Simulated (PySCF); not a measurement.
# CH7NSn (SMILES C[NH][SnH3]): levels of theory compared

We compute a comparison of 3 runs (HF/3-21G, HF/def2-SVP, r2SCAN/def2-SVP) of CH7NSn. The job is set up through a Python script.

Program for the calculation: PySCF 2.14.0.

## (1) Starting point

The species is CH7NSn (10 atoms), meant as a singlet with charge 0. SMILES: `C[NH][SnH3]`. The coordinates come from a PBE0-D4/def2-TZVP relaxation.

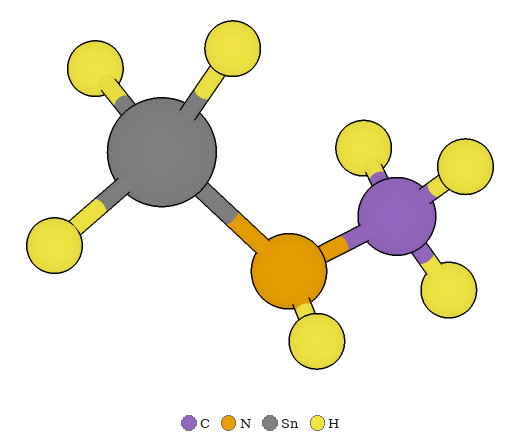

The structure, seen from a chosen angle (carbon purple, nitrogen amber, tin grey, hydrogen yellow).

## (2) Energy and gradient at HF/3-21G (run 1)

run.py reads:

```python
import pyscf.grad
from pyscf import gto, scf

mol = gto.M(
    atom='''
C     -0.898400     0.758000    -0.879200
N     -0.343000    -0.532900    -0.516500
Sn     0.897300    -0.629400     1.085100
H     -1.664200     0.637600    -1.652700
H     -1.396800     1.201100    -0.011700
H     -0.168200     1.494600    -1.247500
H      0.037300    -1.004000    -1.326200
H      1.451700    -2.239000     1.169900
H     -0.052600    -0.195500     2.433700
H      2.220200     0.458400     0.948000
''',
    spin=0,
    verbose=3,
    max_memory=1860,
    charge=0,
    basis='3-21g',
)

hf = scf.RHF(mol)
hf.conv_tol = 1e-10
hf.kernel()
if not hf.converged:
    hf = hf.newton().run(hf.mo_coeff, hf.mo_occ)

e_tot = hf.e_tot
print('E(%s) = %.9f' % ('HF', e_tot))
grad = hf.Gradients().kernel()
hf.analyze()
```

On the command line:

```bash
$ OMP_NUM_THREADS=1 python run.py
```

The log of the run:

```text
converged SCF energy = -6092.09991925216
E(HF) = -6092.099919252
--------------- RHF gradients ---------------
         x                y                z
0 C     0.0177514973    -0.0185625787     0.0077126362
1 N    -0.0258043014     0.0078917355    -0.0019093539
2 Sn     0.0110128559     0.0012158518     0.0054670808
3 H    -0.0044643768    -0.0019988562    -0.0043554560
4 H    -0.0027418381     0.0024351356     0.0049851226
5 H     0.0036074598     0.0043473871    -0.0019110769
6 H     0.0082775298     0.0024463822    -0.0000975580
7 H    -0.0043124002     0.0089272005    -0.0015160960
8 H     0.0036307818    -0.0020010290    -0.0089582982
9 H    -0.0069572081    -0.0047012287     0.0005829993
----------------------------------------------
**** MO energy ****
MO #1   energy= -1034.87369406194  occ= 2
MO #2   energy= -156.217880700197  occ= 2
MO #3   energy= -145.363401641102  occ= 2
MO #4   energy= -145.363356657022  occ= 2
MO #5   energy= -145.3633118191    occ= 2
MO #6   energy= -31.5268892524488  occ= 2
MO #7   energy= -26.9020749595983  occ= 2
MO #8   energy= -26.9019992475706  occ= 2
MO #9   energy= -26.901507488174   occ= 2
MO #10  energy= -19.0686750503283  occ= 2
MO #11  energy= -19.0683490496866  occ= 2
MO #12  energy= -19.0682216506825  occ= 2
MO #13  energy= -19.0680802639777  occ= 2
MO #14  energy= -19.0678475308106  occ= 2
MO #15  energy= -15.4432302923517  occ= 2
MO #16  energy= -11.1874034848654  occ= 2
MO #17  energy= -5.54066956002927  occ= 2
MO #18  energy= -3.92514650964492  occ= 2
MO #19  energy= -3.92473017102146  occ= 2
MO #20  energy= -3.92283243505618  occ= 2
MO #21  energy= -1.41443959784622  occ= 2
MO #22  energy= -1.41214346098552  occ= 2
MO #23  energy= -1.41124518106518  occ= 2
MO #24  energy= -1.40660851929791  occ= 2
MO #25  energy= -1.40584897780914  occ= 2
MO #26  energy= -1.13858566117752  occ= 2
MO #27  energy= -0.88191246197183  occ= 2
MO #28  energy= -0.667580310948714 occ= 2
MO #29  energy= -0.613423788545489 occ= 2
MO #30  energy= -0.578248765438579 occ= 2
MO #31  energy= -0.542228588444419 occ= 2
MO #32  energy= -0.459157076376805 occ= 2
MO #33  energy= -0.445484112788273 occ= 2
MO #34  energy= -0.436060483005296 occ= 2
MO #35  energy= -0.348543951117141 occ= 2
MO #36  energy= 0.129664435513337  occ= 0
MO #37  energy= 0.179262156061506  occ= 0
MO #38  energy= 0.189553137518462  occ= 0
MO #39  energy= 0.226119318865294  occ= 0
MO #40  energy= 0.288052058709508  occ= 0
MO #41  energy= 0.320276432482555  occ= 0
MO #42  energy= 0.347175671656236  occ= 0
MO #43  energy= 0.363197699915124  occ= 0
MO #44  energy= 0.373429877101836  occ= 0
MO #45  energy= 0.383256973365326  occ= 0
MO #46  energy= 0.39647631635296   occ= 0
MO #47  energy= 0.46908211936717   occ= 0
MO #48  energy= 0.507541848543437  occ= 0
MO #49  energy= 0.975995540908107  occ= 0
MO #50  energy= 0.996209681794332  occ= 0
MO #51  energy= 1.04769613268406   occ= 0
MO #52  energy= 1.27751129198811   occ= 0
MO #53  energy= 1.31387003771537   occ= 0
MO #54  energy= 1.32211568728279   occ= 0
MO #55  energy= 1.33160103381592   occ= 0
MO #56  energy= 1.34992791296071   occ= 0
MO #57  energy= 1.36771478718657   occ= 0
MO #58  energy= 1.42423125900124   occ= 0
MO #59  energy= 1.55428020497822   occ= 0
MO #60  energy= 1.67300593741936   occ= 0
MO #61  energy= 1.7268759035626    occ= 0
MO #62  energy= 1.95429844363721   occ= 0
MO #63  energy= 2.76424005373499   occ= 0
 ** Mulliken atomic charges  **
charge of    0C =     -0.13538
charge of    1N =     -0.61937
charge of    2Sn =      0.81605
charge of    3H =      0.08701
charge of    4H =      0.08328
charge of    5H =      0.05638
charge of    6H =      0.18166
charge of    7H =     -0.14596
charge of    8H =     -0.15156
charge of    9H =     -0.17210
Dipole moment(X, Y, Z, Debye):  0.87404,  0.52576, -0.60548
```

It took 2.8 s on 1 thread of Arm Neoverse V2, shared host; peak memory 0.13 GiB.

## (3) Energy and gradient at HF/def2-SVP (core potential) (run 2)

input.xyz reads:

```xyz
10

C     -0.898400     0.758000    -0.879200
N     -0.343000    -0.532900    -0.516500
Sn     0.897300    -0.629400     1.085100
H     -1.664200     0.637600    -1.652700
H     -1.396800     1.201100    -0.011700
H     -0.168200     1.494600    -1.247500
H      0.037300    -1.004000    -1.326200
H      1.451700    -2.239000     1.169900
H     -0.052600    -0.195500     2.433700
H      2.220200     0.458400     0.948000
```

job.py reads:

```python
import pyscf.grad
from pyscf import gto

mol = gto.M(
    atom='input.xyz',
    ecp={'Sn': 'def2-svp'},
    max_memory=1860,
    basis='def2-svp',
    spin=0,
    verbose=3,
)

myscf = mol.RHF()
myscf.conv_tol = 1e-10
myscf.kernel()
if not myscf.converged:
    myscf = myscf.newton().run(myscf.mo_coeff, myscf.mo_occ)

e_final = myscf.e_tot
print('E = %.10f Eh' % e_final)
grad = myscf.Gradients().kernel()
dip = myscf.dip_moment()
pop, q = myscf.mulliken_pop()
```

On the command line:

```bash
$ OMP_NUM_THREADS=1 python job.py
```

The log of the run:

```text
converged SCF energy = -309.62361471599
E = -309.6236147160 Eh
--------------- RHF gradients ---------------
         x                y                z
0 C     0.0039851823     0.0019727197     0.0013712305
1 N    -0.0054513834    -0.0027374011     0.0093317582
2 Sn    -0.0010824596     0.0015435343    -0.0044787804
3 H    -0.0008549848    -0.0011242510    -0.0007562024
4 H    -0.0003390479    -0.0001094349     0.0012154195
5 H     0.0005973832     0.0015042497    -0.0003262422
6 H     0.0046222373    -0.0021882635    -0.0043726976
7 H    -0.0009151028     0.0008036492    -0.0006656799
8 H    -0.0003565722     0.0000969485    -0.0015133144
9 H    -0.0002052521     0.0002382491     0.0001945088
----------------------------------------------
Dipole moment(X, Y, Z, Debye):  0.71219,  0.35479, -0.48599
 ** Mulliken pop  **
pop of  0 C 1s            1.98905
pop of  0 C 2s            0.85032
pop of  0 C 3s            0.16358
pop of  0 C 2px           0.67373
pop of  0 C 2py           0.63320
pop of  0 C 2pz           0.68990
pop of  0 C 3px           0.28521
pop of  0 C 3py           0.18903
pop of  0 C 3pz           0.31559
pop of  0 C 3dxy          0.01625
pop of  0 C 3dyz          0.01007
pop of  0 C 3dz^2         0.00629
pop of  0 C 3dxz          0.01253
pop of  0 C 3dx2-y2       0.01075
pop of  1 N 1s            1.98986
pop of  1 N 2s            0.94720
pop of  1 N 3s            0.62805
pop of  1 N 2px           0.85446
pop of  1 N 2py           0.76506
pop of  1 N 2pz           0.74052
pop of  1 N 3px           0.71298
pop of  1 N 3py           0.54841
pop of  1 N 3pz           0.50504
pop of  1 N 3dxy          0.00253
pop of  1 N 3dyz          0.00419
pop of  1 N 3dz^2         0.00286
pop of  1 N 3dxz          0.00459
pop of  1 N 3dx2-y2       0.00420
pop of  2 Sn 4s           1.60029
pop of  2 Sn 5s           0.41394
pop of  2 Sn 6s           0.87452
pop of  2 Sn 7s           0.19384
pop of  2 Sn 4px          1.08100
pop of  2 Sn 4py          1.08003
pop of  2 Sn 4pz          1.08151
pop of  2 Sn 5px          0.92183
pop of  2 Sn 5py          0.92309
pop of  2 Sn 5pz          0.92102
pop of  2 Sn 6px          0.46102
pop of  2 Sn 6py          0.49771
pop of  2 Sn 6pz          0.43187
pop of  2 Sn 7px          0.14617
pop of  2 Sn 7py          0.18397
pop of  2 Sn 7pz          0.13144
pop of  2 Sn 4dxy         1.95512
pop of  2 Sn 4dyz         1.95432
pop of  2 Sn 4dz^2        1.95646
pop of  2 Sn 4dxz         1.95529
pop of  2 Sn 4dx2-y2      1.95421
pop of  2 Sn 5dxy         0.09282
pop of  2 Sn 5dyz         0.05838
pop of  2 Sn 5dz^2        0.09474
pop of  2 Sn 5dxz         0.09398
pop of  2 Sn 5dx2-y2      0.07387
pop of  3 H 1s            0.76369
pop of  3 H 2s            0.18599
pop of  3 H 2px           0.01088
pop of  3 H 2py           0.00268
pop of  3 H 2pz           0.01085
pop of  4 H 1s            0.76564
pop of  4 H 2s            0.18608
pop of  4 H 2px           0.00716
pop of  4 H 2py           0.00494
pop of  4 H 2pz           0.01245
pop of  5 H 1s            0.76969
pop of  5 H 2s            0.19781
pop of  5 H 2px           0.00945
pop of  5 H 2py           0.00908
pop of  5 H 2pz           0.00554
pop of  6 H 1s            0.71912
pop of  6 H 2s            0.08980
pop of  6 H 2px           0.01383
pop of  6 H 2py           0.01335
pop of  6 H 2pz           0.01939
pop of  7 H 1s            0.68749
pop of  7 H 2s            0.46631
pop of  7 H 2px           0.00140
pop of  7 H 2py           0.00802
pop of  7 H 2pz           0.00056
pop of  8 H 1s            0.68824
pop of  8 H 2s            0.46934
pop of  8 H 2px           0.00316
pop of  8 H 2py           0.00110
pop of  8 H 2pz           0.00565
pop of  9 H 1s            0.68485
pop of  9 H 2s            0.48912
pop of  9 H 2px           0.00523
pop of  9 H 2py           0.00375
pop of  9 H 2pz           0.00049
 ** Mulliken atomic charges  **
charge of    0C =      0.15451
charge of    1N =     -0.70996
charge of    2Sn =      0.86757
charge of    3H =      0.02590
charge of    4H =      0.02373
charge of    5H =      0.00843
charge of    6H =      0.14451
charge of    7H =     -0.16377
charge of    8H =     -0.16749
charge of    9H =     -0.18343
```

Run time: 6.3 s. Hardware: 1 thread of Arm Neoverse V2, shared host; peak memory 0.18 GiB.

## (4) Energy and gradient at r2SCAN/def2-SVP (core potential) (run 3)

run.py reads:

```python
# C[NH][SnH3]
import pyscf.grad
from pyscf import gto, dft

molecule = gto.M(
    atom='''
C     -1.697730     1.432412    -1.661447
N     -0.648176    -1.007035    -0.976044
Sn     1.695651    -1.189394     2.050542
H     -3.144882     1.204889    -3.123150
H     -2.639569     2.269750    -0.022110
H     -0.317852     2.824385    -2.357433
H      0.070487    -1.897285    -2.506155
H      2.743315    -4.231097     2.210791
H     -0.099400    -0.369441     4.599026
H      4.195570     0.866250     1.791460
''',
    verbose=3,
    basis='def2-svp',
    ecp={'Sn': 'def2-svp'},
    max_memory=1860,
    charge=0,
    unit='bohr',
)

myscf = dft.RKS(molecule, xc='r2scan')
myscf.grids.level = 5
myscf.conv_tol = 1e-10
myscf.kernel()
if not myscf.converged:
    myscf = myscf.newton().run(myscf.mo_coeff, myscf.mo_occ)

etot = myscf.e_tot
print('E(%s) = %.9f' % ('R2SCAN', etot))
grad = myscf.Gradients().kernel()
myscf.analyze()
```

On the command line:

```bash
$ OMP_NUM_THREADS=1 python run.py
```

The log of the run:

```text
converged SCF energy = -311.265218532429
[... 10 lines left out ...]
MO #1   energy= -14.1470956909867  occ= 2
[... 7 lines left out ...]
MO #9   energy= -0.966123119778862 occ= 2
[... 7 lines left out ...]
MO #17  energy= -0.367667186037352 occ= 2
[... 7 lines left out ...]
MO #25  energy= 0.0518811480669201 occ= 0
[... 7 lines left out ...]
MO #33  energy= 0.247748293457063  occ= 0
[... 7 lines left out ...]
MO #41  energy= 0.517207866786601  occ= 0
[... 7 lines left out ...]
MO #49  energy= 0.763914310256885  occ= 0
[... 7 lines left out ...]
MO #57  energy= 1.37079832821023   occ= 0
[... 7 lines left out ...]
MO #65  energy= 1.70774305757611   occ= 0
[... 7 lines left out ...]
MO #73  energy= 2.00834828037926   occ= 0
[... 7 lines left out ...]
MO #81  energy= 2.71118427926627   occ= 0
[... 7 lines left out ...]
MO #89  energy= 51.9638486249122   occ= 0
[... 11 lines left out ...]
Dipole moment(X, Y, Z, Debye):  0.47386,  0.28565, -0.60847
```

Run time: 55 s. Hardware: 1 thread of Arm Neoverse V2, shared host; peak memory 0.91 GiB.

## (5) Overview of the runs

| run | level | core potential | integration grid | energy (Eh) | dipole moment (D) | HOMO energy (eV) | LUMO energy (eV) | wall time |
| --- | --- | --- | --- | --- | --- | --- | --- | --- |
| 1 | HF/3-21G | – | – | -6092.099919 | 1.19 | -9.48 | 3.53 | 2.8 s |
| 2 | HF/def2-SVP (core potential) | def2-svp | – | -309.623615 | 0.93 | -9.80 | 3.22 | 6.3 s |
| 3 | r2SCAN/def2-SVP (core potential) | def2-svp | 5 | -311.265219 | 0.82 | -5.19 | -0.06 | 55 s |

## (6) Summary of results

| quantity | value |
| --- | --- |
| run 3: total energy | -311.26522 Eh |
| run 3: dipole moment | 0.82 D |
| run 3: HOMO energy | -5.19 eV |
| run 3: LUMO energy | -0.06 eV |
| run 3: HOMO–LUMO gap | 5.13 eV |
| run 3: largest force on an atom | 0.382 eV/Å |

The dipole moment (its size) runs from 0.82 D (r2SCAN/def2-SVP) to 1.19 D (HF/3-21G). The two ends differ in method and basis and core potential. The HOMO–LUMO gap runs from 5.13 eV (r2SCAN/def2-SVP) to 13.02 eV (HF/def2-SVP). Exact exchange widens orbital gaps. Some runs of one species differ in core potentials or relativity; totals across that change don't compare. In run 1 relativity is left out where basis or elements ask for it. All runs together took 64 s, the longest 55 s.
